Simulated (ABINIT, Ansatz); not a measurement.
**Quasiparticle gap of SiC (F-43m) in ABINIT**

How does a plane-wave GW calculation on SiC (F-43m) run from the first input to the gap?

Calculated with ABINIT 10.8.3; PBE and many-body steps on it, plane waves.

**What was measured.**

- Gap 2.39 eV: band gap at cryogenic temperature; bulk crystal (literature value) (quoted in “Silicon carbide diodes for neutron detection”, 2020, arxiv:2009.14696).

- Gap 2.4 eV: Tauc optical (indirect) gap of annealed polycrystalline 3C-SiC; UV-VIS spectroscopic ellipsometry, Tauc analysis; film (CVD ultrathin polycrystalline film, annealed, about 5 nm grains) (“On-Demand CMOS-Compatible Fabrication of Ultrathin Self-Aligned SiC Nanowire Arrays”, 2018, pmc:6267454).

**1. Starting point**

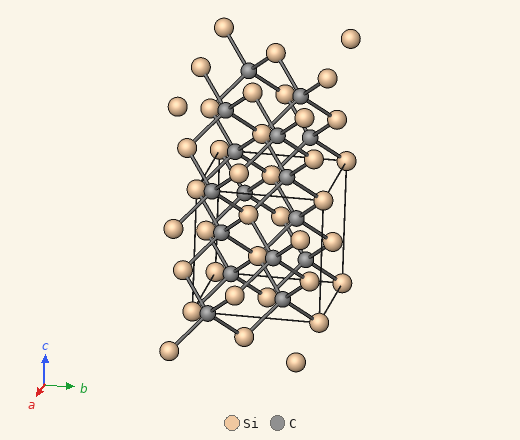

The cell as given, slightly off an axis (silicon light orange, carbon grey). 2×1×2 cells are drawn. This picture shows the conventional cell, with its axes. Bonds to atoms that aren't drawn are left out. Some periodic images of atoms are drawn too.

The cell and positions come from the Crystallography Open Database and are kept as given unless a step says otherwise.

**2. Ground state**

This step: ABINIT 10.8.3; DFT, PBE, plane waves, norm-conserving pseudopotentials.

The ground-state density comes first.

The input, run.abi:

```
acell 3*1.0 Angstrom
rprim 
  -0.000000000000 2.179000000000 2.179000000000
  2.179000000000 0.000000000000 2.179000000000
  2.179000000000 2.179000000000 -0.000000000000
ntypat 2
znucl 14 6
natom 2
typat 1 2
xred 
  0.000000000000 0.000000000000 0.000000000000
  0.250000000000 0.250000000000 0.250000000000
pp_dirpath "pseudos"
pseudos "Si.upf, C.upf"
ecut 37
ngkpt 8 8 8
nshiftk 1
shiftk 0 0 0
kptopt 1
chksymbreak 0
nband 9
occopt 1
tolvrs 1e-10
nstep 60
prtwf 0
optforces 0
optstress 0
indata_prefix "in"
outdata_prefix "out"
tmpdata_prefix "tmp"
```

The run is started by

```bash
$ OMP_NUM_THREADS=1 mpirun -n 8 abinit run.abi > log
```

Numbers of over 12 decimals in the logs are rounded to 6 here.

The log of the run:

```text
.Version 10.8.3 of ABINIT. v10.8.2 released Aug 2026.

 Symmetries : space group F-4 3 m (#216); Bravais cF (face-center cubic)
================================================================================
 Values of the parameters that define the memory need of the present run
     intxc =       0    ionmov =       0      iscf =       7    lmnmax =       6
     lnmax =       6     mgfft =      32  mpssoang =       3    mqgrid =    3001
     natom =       2  nloc_mem =       1    nspden =       1   nspinor =       1
    nsppol =       1      nsym =      24    n1xccc =    2501    ntypat =       2
    occopt =       1   xclevel =       2
-    mband =           9        mffmem =           1         mkmem =           4
       mpw =        1514          nfft =       32768          nkpt =          29
================================================================================
  Rough estimation (10% accuracy) of disk space for files :
================================================================================

--------------------------------------------------------------------------------
------------- Echo of variables that govern the present computation ------------
--------------------------------------------------------------------------------
 -outvars: echo values of preprocessed input variables --------
            acell      1.8897261259E+00  1.8897261259E+00  1.8897261259E+00 Bohr

      chksymbreak           0
             ecut      3.70000000E+01 Hartree
-          fftalg         312

              ixc     -101130
              kpt      0.00000000E+00  0.00000000E+00  0.00000000E+00
                       1.25000000E-01  0.00000000E+00  0.00000000E+00
                       2.50000000E-01  0.00000000E+00  0.00000000E+00
                       3.75000000E-01  0.00000000E+00  0.00000000E+00
                       5.00000000E-01  0.00000000E+00  0.00000000E+00
                       1.25000000E-01  1.25000000E-01  0.00000000E+00
                       2.50000000E-01  1.25000000E-01  0.00000000E+00
                       3.75000000E-01  1.25000000E-01  0.00000000E+00
                       5.00000000E-01  1.25000000E-01  0.00000000E+00
   [... 18 further rows ...]
                      -3.75000000E-01  5.00000000E-01  1.25000000E-01
                      -2.50000000E-01  5.00000000E-01  2.50000000E-01
         kptrlatt        8    0    0      0    8    0      0    0    8
          kptrlen      4.65866071E+01
P           mkmem           4
            natom           2
            nband           9
            ngfft          32      32      32
             nkpt          29
            nstep          60
             nsym          24
           ntypat           2
              occ      2.000000  2.000000  2.000000  2.000000  0.000000  0.000000
[...]
optforces           0
        optstress           0
            prtwf           0
            rprim     -0.0000000000E+00  2.1790000000E+00  2.1790000000E+00
[...]
spgroup         216

           tolvrs      1.00000000E-10

             xred      0.0000000000E+00  0.0000000000E+00  0.0000000000E+00
[...]
znucl       14.00000    6.00000

================================================================================

 chkinp: Checking input parameters for consistency.

================================================================================
== DATASET  1 ==================================================================
-   mpi_nproc: 8, omp_nthreads: 1 (-1 if OMP is not activated)

--- !DatasetInfo
iteration_state: {dtset: 1, }
dimensions: {natom: 2, nkpt: 29, mband: 9, nsppol: 1, nspinor: 1, nspden: 1, mpw: 1514, }
cutoff_energies: {ecut:  37.0, pawecutdg:  -1.0, }
electrons: {nelect:   8.00000000E+00, charge:   0.00000000E+00, occopt:   1.00000000E+00, tsmear:   1.00000000E-02, }

 Real(R)+Recip(G) space primitive vectors, cartesian coordinates (Bohr,Bohr^-1):
 R(1)=  0.0000000  4.1177132  4.1177132  G(1)= -0.1214266  0.1214266  0.1214266
 R(2)=  4.1177132  0.0000000  4.1177132  G(2)=  0.1214266 -0.1214266  0.1214266
 R(3)=  4.1177132  4.1177132  0.0000000  G(3)=  0.1214266  0.1214266 -0.1214266
 Unit cell volume ucvol=  1.3963629E+02 bohr^3
 Angles (23,13,12)=  6.00000000E+01  6.00000000E+01  6.00000000E+01 degrees

 getcut: wavevector=  0.0000  0.0000  0.0000  ngfft=  32  32  32
         ecut(hartree)=     37.000   => boxcut(ratio)=   2.00684

--- Pseudopotential description ------------------------------------------------
- Si Generated using ONCVPSP code by D. R. Hamann
- 14.00000   4.00000  171031                  znucl, zion, pspdat
12 -101130 2 -1 1510                          pspcod,pspxc,lmax,lloc,mmax
     nproj     2     2     2
  pspatm : epsatm=    9.34321561
         --- l  ekb(1:nproj) -->
[...]
pspatm: atomic psp has been read  and splines computed

- C Generated using ONCVPSP code by D. R. Hamann
-  6.00000   4.00000  171031                  znucl, zion, pspdat
12 -101130 1 -1 1248                          pspcod,pspxc,lmax,lloc,mmax
     nproj     2     2     0
  pspatm : epsatm=    4.31346680
         --- l  ekb(1:nproj) -->
[...]
1   -4.199961   -0.877517
 pspatm: atomic psp has been read  and splines computed

   1.09253459E+02                                ecore*ucvol(ha*bohr**3)
--------------------------------------------------------------------------------

_setup2: Arith. and geom. avg. npw (full set) are    1500.803    1500.779

================================================================================

--- !BeginCycle
iteration_state: {dtset: 1, }
solver: {iscf: 7, nstep: 60, nline: 4, wfoptalg: 0, }
tolerances: {tolvrs: 1.00E-10, }

     iter   Etot(hartree)      deltaE(h)  residm     vres2
 ETOT  1  -10.168909568532    -1.017E+01 1.492E-01 3.560E+02
 ETOT  2  -10.231491617092    -6.258E-02 4.611E-03 1.493E+02
 ETOT  3  -10.269767516249    -3.828E-02 1.428E-01 1.358E-01
 ETOT  4  -10.269786963279    -1.945E-05 4.462E-02 3.686E-03
 ETOT  5  -10.269787210627    -2.473E-07 7.191E-05 1.612E-04
 ETOT  6  -10.269787226936    -1.631E-08 1.202E-03 9.974E-07
 ETOT  7  -10.269787227057    -1.216E-10 5.882E-03 9.720E-09
 ETOT  8  -10.269787227058    -9.308E-13 2.099E-03 2.203E-10
 ETOT  9  -10.269787227058    -7.638E-14 3.861E-03 3.480E-12

 At SCF step    9       vres2   =  3.48E-12 < tolvrs=  1.00E-10 =>converged.

--- !ResultsGS
iteration_state: {dtset: 1, }
comment   : Summary of ground state results
lattice_vectors:
- [ -0.0000000,   4.1177132,   4.1177132, ]
- [  4.1177132,   0.0000000,   4.1177132, ]
- [  4.1177132,   4.1177132,  -0.0000000, ]
lattice_lengths: [   5.82333,    5.82333,    5.82333, ]
lattice_angles: [ 60.000,  60.000,  60.000, ] # degrees, (23, 13, 12)
lattice_volume:   1.3963629E+02
convergence: {deltae: -7.638E-14, res2:  3.480E-12, residm:  3.861E-03, diffor:  0.000E+00, }
etotal    :  -1.02697872E+01
entropy   :   0.00000000E+00
fermie    :   2.51183540E-01
cartesian_stress_tensor: null
pressure_GPa: null
xred      :
- [  0.0000E+00,   0.0000E+00,   0.0000E+00, Si]
- [  2.5000E-01,   2.5000E-01,   2.5000E-01,  C]
cartesian_forces: null
force_length_stats: {min: null, max: null, mean: null, }

 Integrated electronic density in atomic spheres:
 ------------------------------------------------
 Atom  Sphere_radius  Integrated_density
    1        2.00000          1.92719290
    2        2.00000          4.23371404
================================================================================

 ----iterations are completed or convergence reached----

 Mean square residual over all n,k,spin=   14.795E-06; max=  38.608E-04
 reduced coordinates (array xred) for    2 atoms
       0.000000000000      0.000000000000      0.000000000000
       0.250000000000      0.250000000000      0.250000000000
 rms dE/dt=  0.0000E+00; max dE/dt=  0.0000E+00; dE/dt below (all hartree)
    1       0.000000000000      0.000000000000      0.000000000000
    2       0.000000000000      0.000000000000      0.000000000000

 cartesian coordinates (angstrom) at end:
    1      0.000000     0.000000     0.000000
    2      1.089500     1.089500     1.089500
 length scales=  1.889726125908  1.889726125908  1.889726125908 bohr
              =  1.000000000000  1.000000000000  1.000000000000 angstroms
 prteigrs : about to open file out_EIG
 Fermi (or HOMO) energy (hartree) =   0.25118   Average Vxc (hartree)=  -0.41495
 Eigenvalues (hartree) for nkpt=  29  k points:
 kpt#   1, nband=  9, wtk=  0.00195, kpt=  0.0000  0.0000  0.0000 (reduced coord)
  -0.31511    0.25118    0.25118    0.25118    0.47989    0.51987    0.51987    0.51987
   0.78510
 prteigrs : prtvol=0 or 1, do not print more k-points.

--- !EnergyTerms
iteration_state     : {dtset: 1, }
comment             : Components of total free energy in Hartree
kinetic             :  5.89032805913900E+00
hartree             :  1.16700143504615E+00
xc                  : -3.77898474893224E+00
Ewald energy        : -1.04656108775139E+01
psp_core            :  7.82414532507906E-01
local_psp           : -4.12559242220302E+00
non_local_psp       :  2.60656794897945E-01
total_energy        : -1.02697872270581E+01
total_energy_eV     : -2.79455146899521E+02
band_energy         :  2.75566795094547E-01

== END DATASET(S) ==============================================================
================================================================================

 -outvars: echo values of variables after computation  --------
           etotal     -1.0269787227E+01
            nband           9
             nkpt          29
          spgroup         216
 [... the other variables as echoed above ...]

 Calculation completed.
```

Wall time 5.9 s (8 MPI ranks of Intel Xeon Platinum 8259CL at 2.50GHz (Skylake/Cascade Lake), shared host); peak memory 0.5 GiB.

Numbers from this step:

* total energy: -279.4551 eV
* gap: 1.361 eV
* k of the valence top: 0, 0, 0
* k of the conduction bottom: 0.5, 0.5, 0
* least direct gap: 4.553 eV

The gap is indirect, with the least direct gap 3.19 eV higher.

(Continued in part 2 of 3.)

[Paths, hosts, dates, memory and timing lines, banners, echoed tables and standing remarks are left out of the program output.]

[Logs are printed without paths, hosts, clocks, repeated set-up lines and the standing remarks that a program may print on its own settings, such as how far it seeks lower states.]

[Runs of the session that timed out or met a known fault of the program may be left out.]

[Hosts, paths, dates, database ids (printed as entryN), source tags and the programs' standing remarks are cut or masked in the printed files.]

[G0W0 gaps are taken among the corrected bands and points alone; a level outside them can change the order at an edge.]

[Where Ansatz stands beside ABINIT at settings called matched, ABINIT's density can come from a denser mesh and the files from another edition; pairs whose starting gaps differed by over 0.03 eV were left out, so agreement reads better than it is.]
